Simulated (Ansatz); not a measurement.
KCl (space group Fm-3m, No. 225): coordinates from a relaxation with DFT, PBE, plane waves, PAW (Ansatz 0.2.0); the starting structure was generated, so it need not be a known form of this composition.

```cif
data_structure
_symmetry_space_group_name_H-M 'P 1'
_symmetry_Int_Tables_number 1
_cell_length_a 6.3783
_cell_length_b 6.3783
_cell_length_c 6.3783
_cell_angle_alpha 90.000
_cell_angle_beta 90.000
_cell_angle_gamma 90.000
_cell_volume 259.49
loop_
_atom_site_label
_atom_site_type_symbol
_atom_site_fract_x
_atom_site_fract_y
_atom_site_fract_z
_atom_site_occupancy
K1 K 0.00000 0.00000 0.00000 1
Cl1 Cl 0.50000 0.00000 0.00000 1
K2 K 0.00000 0.50000 0.50000 1
Cl2 Cl 0.50000 0.50000 0.50000 1
K3 K 0.50000 0.00000 0.50000 1
Cl3 Cl 0.00000 0.00000 0.50000 1
K4 K 0.50000 0.50000 0.00000 1
Cl4 Cl 0.00000 0.50000 0.00000 1
```

Bonds are taken as Cl–K below 3.6 Å. Atoms with one bond or none are removed and atoms with two bonds are replaced by edges, until no such atom is left.

What net does this leave?

The result is a uninodal 6-connected, three-periodic net: K and Cl are 6-connected nodes. It is the pcu net, known from NaCl, ReO3 and the B-X framework of perovskite. It is a single net, without interpenetration.

| node | links | point symbol | coordination sequence |
| --- | --- | --- | --- |
| K and Cl | 6 | 4^12.6^3 | 6 18 38 66 102 146 198 258 |

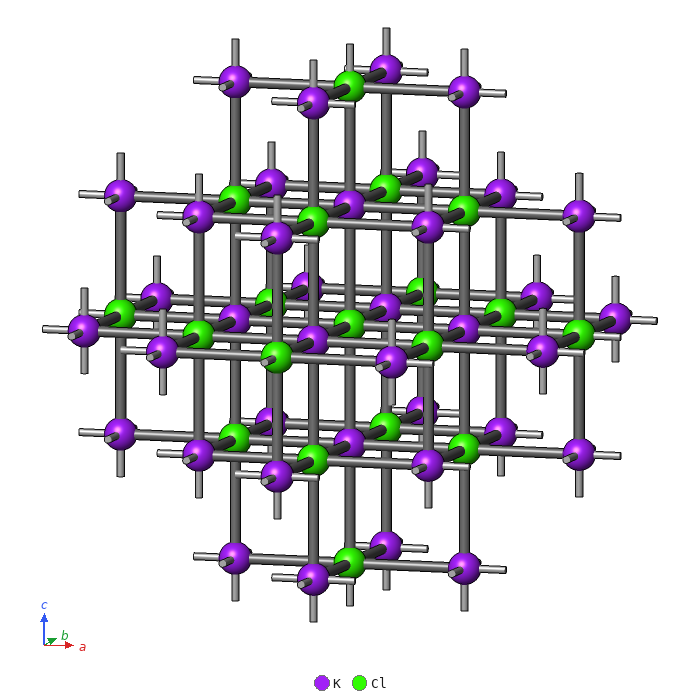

Nodes are coloured by element. Short stubs are edges that leave the cut-out.
